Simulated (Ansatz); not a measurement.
**PtSe2: pressure series**

The parent structure is PtSe2 in the CdI2 type structure (space group P-3m1, No. 164; a = 3.772 Å, c = 4.818 Å; layered).

Cell and atoms are relaxed at each pressure.

Level of theory: PBE-D3(BJ)/PAW in Ansatz (a program for electronic structure), without spin-orbit coupling.

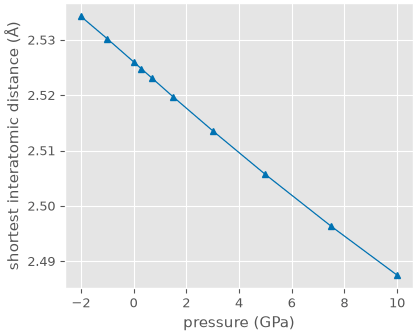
Fig. 1. Shortest interatomic distance against pressure

```csv
pressure (GPa),shortest interatomic distance
-2,2.534 Å
-1,2.530 Å
0.3,2.525 Å
0.7,2.523 Å
1.5,2.520 Å
3,2.514 Å
5,2.506 Å
7.5,2.496 Å
10,2.487 Å
```

Load acts through the strain it causes; cell and atoms are relaxed under it. No phonon test of stability was made. No other phases were tried under pressure. All final runs are without spin polarisation.
